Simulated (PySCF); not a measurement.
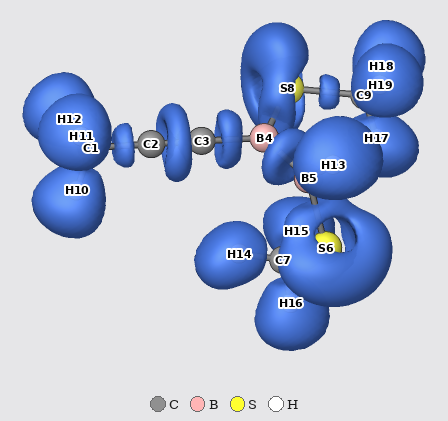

C₅H₁₀B₂S₂ (SMILES CC#CB(BSC)SC). Isosurface of the ELF at 0.8 (blue), seen at a tilt. Core shells and regions of very low density are left out.

Geometry: GFN2-xTB.

Level of theory: PySCF, PBE0/pcSseg-1, SCF density, gas phase, non-relativistic.

Input

```
{"job": {"kind": "nmr", "xc": "PBE0", "basis": "pcSseg-1"}, "charge": 0, "multiplicity": 1}
C     -2.672711    -2.445800     1.574530
C     -1.878638    -1.375981     1.016937
C     -1.221915    -0.476436     0.546748
B     -0.384239     0.642892    -0.004930
B      0.894484     1.284387     0.820466
S      2.510867     0.584410     0.798874
C      2.346388    -0.907212    -0.252834
S     -0.849250     1.206730    -1.640748
C      0.346595     2.549461    -1.981066
H     -2.035691    -3.298531     1.811248
H     -3.154529    -2.105279     2.491546
H     -3.438963    -2.760773     0.865866
H      0.847272     2.263154     1.470286
H      1.584214    -1.557607     0.164246
H      2.076811    -0.615969    -1.263372
H      3.309531    -1.407018    -0.255591
H      1.360097     2.160199    -1.961623
H      0.117849     2.935514    -2.969442
H      0.232022     3.333111    -1.238603
```

Launched as:

```sh
OMP_NUM_THREADS=1 python probes_run.py task.json out
```

Q: Describe the localisation domains.

A: The ELF exceeds this value in one region between bonded B–B atoms (shared pairs), one region between bonded B–C atoms (shared pairs), two regions between bonded C–C atoms (shared pairs), two regions between bonded C–S atoms (shared pairs), ten regions around hydrogen nuclei and two regions on S in which the atom's valence shell and bonds are merged. Along the contacts the grid gives the following. C–C (1.21 Å): the ELF peaks at about 0.85 between the atoms; a multiple bond. C–B (1.50 Å): the ELF peaks at about 0.95 between the atoms; localised, covalent bonding.
